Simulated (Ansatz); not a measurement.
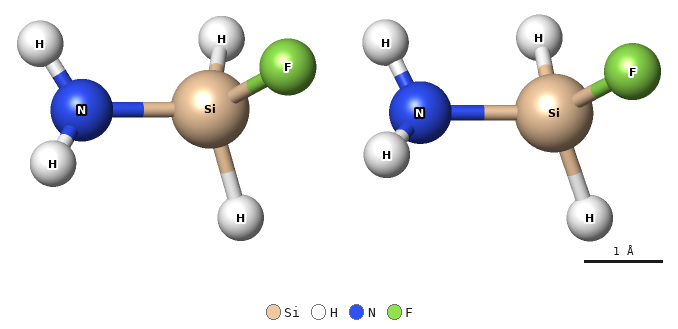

Two geometries of SiNH$_{4}$F, drawn at one scale. One is the start of a relaxation, the other its converged end. The picture is a ball-and-stick view, seen at a tilt.

Level of theory: RKS r2SCAN-D4/6-31G* (Ansatz 0.2.0). Settings: no spin polarisation; force threshold 0.03 eV/Å; at most 50 steps.

**Which of the two is the end point?**

The left one is the relaxed one. The run prepares an end point of a later path (reaction) calculation, from a guessed geometry. The largest move after the best rigid fit is that of an H atom, 0.30 Å. Largest moves by element: H 0.30 Å, F 0.10 Å, Si 0.09 Å, N 0.05 Å. Among the contacts that change: N–Si 1.759 → 1.710 Å, H–Si 1.455 → 1.483 Å, H–Si 1.478 → 1.483 Å. Bond angles that change, for instance: H–Si–N 90.9° → 107.2°, Si–N–H 115.0° → 121.1°, H–Si–F 112.0° → 106.8°. Over 6 geometry steps the energy falls by 4.86 kcal/mol. Largest force component: 1.8 eV/Å at the start, 0.0023 eV/Å at the end.
